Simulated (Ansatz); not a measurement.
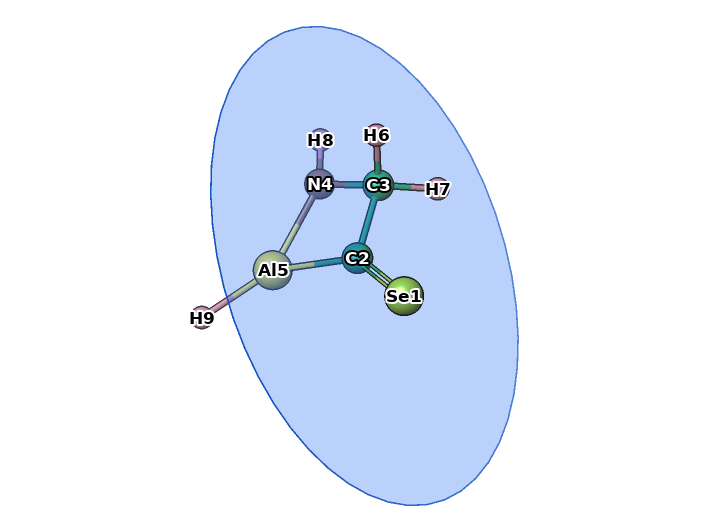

A disc through the centre of mass is drawn in. Atoms fade into the background with distance from the viewer. The geometry was computed by an optimisation with PBE-D4/def2-SVP. No frequency run is at hand to confirm it as a minimum.

**Is the plane of the disc a mirror plane of the structure?**

No. The point group is Cs, with 1 mirror plane, and this plane isn't one of its mirror planes.
